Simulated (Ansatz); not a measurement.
ZnO: response to strain

Base system: ZnO in the wurtzite structure (space group P6_3mc, No. 186; a = 3.280 Å, c = 5.294 Å).

Strains are applied to the cell and any free atomic positions relax.

All numbers come from PBE (Ansatz, a quantum-chemistry and plane-wave program, PAW, without spin-orbit coupling), earlier PAW set.

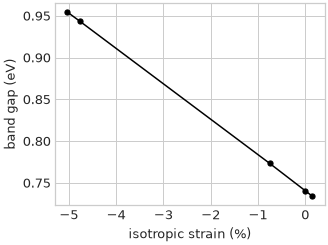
Band gap against isotropic strain

| isotropic strain (%) | band gap |
|---|---|
| -5.03 | 0.95 eV |
| -4.77 | 0.94 eV |
| -0.75 | 0.77 eV |
| 0.15 | 0.73 eV |

Stability against distortions was not tested.
